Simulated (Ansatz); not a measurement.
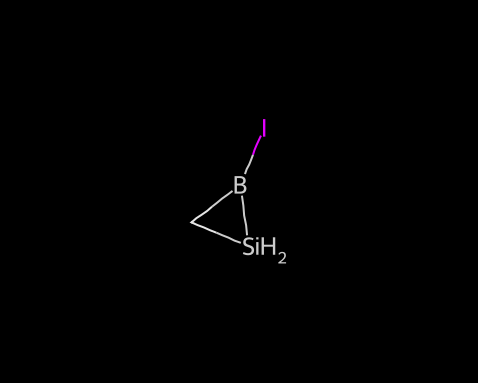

The drawing above gives the connectivity. The computed structure is the end point of a PBE0-D4/def2-TZVP optimisation.

Describe the 3D structure.

The molecule is CH4BISi. As SMILES it reads `IB1C[SiH2]1`. Independent rings (smallest set): 1 of 3 members. Among its groups: Si–H bond. The point group is C1.

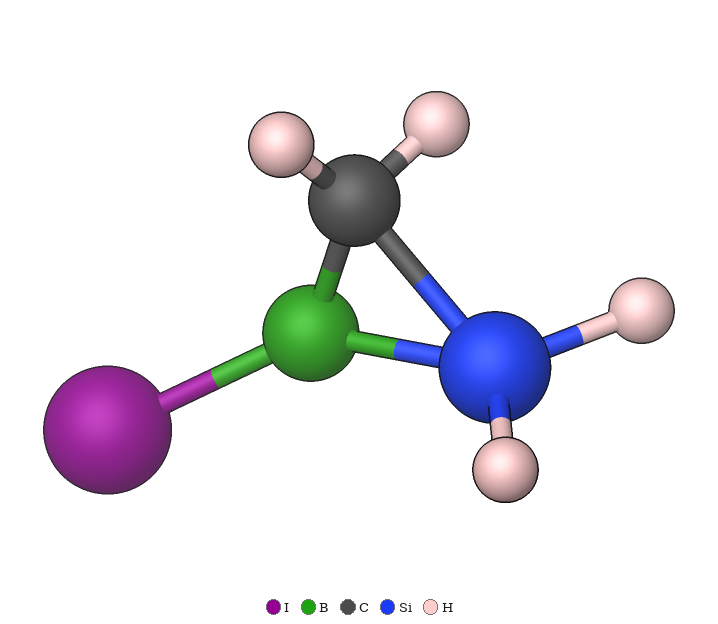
